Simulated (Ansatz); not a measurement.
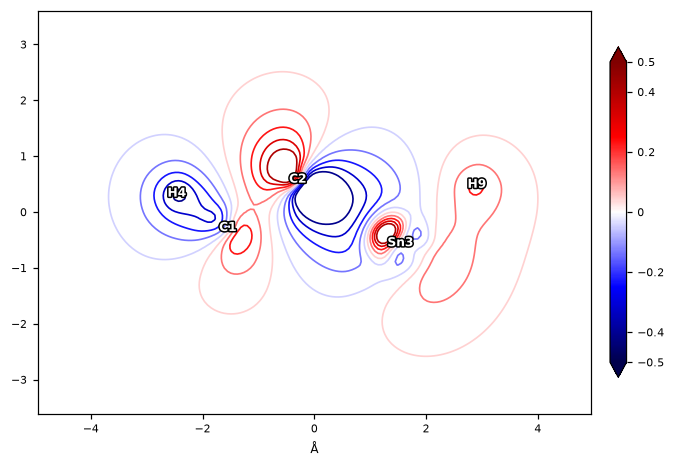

Figure. C₂H₈Sn (SMILES C[CH2][SnH3]). The HOMO on the plane of atoms C2, C1 and H4 (values in Å⁻³ᐟ²; the overall sign is arbitrary).

Geometry: PBE0-D3(BJ)/def2-SVP; core potentials replace the inner electrons of Sn.

These are results of isolated molecule in a Gaussian basis; Kohn-Sham density functional theory, functional PBE0 (Ansatz 0.2.0), not measurements.

```xyz
11

C     1.4295    1.5927   -1.2627
C     1.3951    1.5380    0.2582
Sn   -0.6047    1.4626    1.0793
H     2.4642    1.6301   -1.6424
H     0.9503    0.7106   -1.7165
H     0.9094    2.4818   -1.6537
H     1.9312    0.6533    0.6374
H     1.8905    2.4173    0.7000
H    -0.5574    1.3979    2.7940
H    -1.4832    2.8576    0.5968
H    -1.4218    0.0715    0.4897
```

**What is the character of this orbital?**

Its weight (Hirshfeld) is mainly on C2 (about 35 %), Sn3 (about 30 %), C1 (about 10 %) and H4 (about 5 %). Its energy is −7.80 eV.
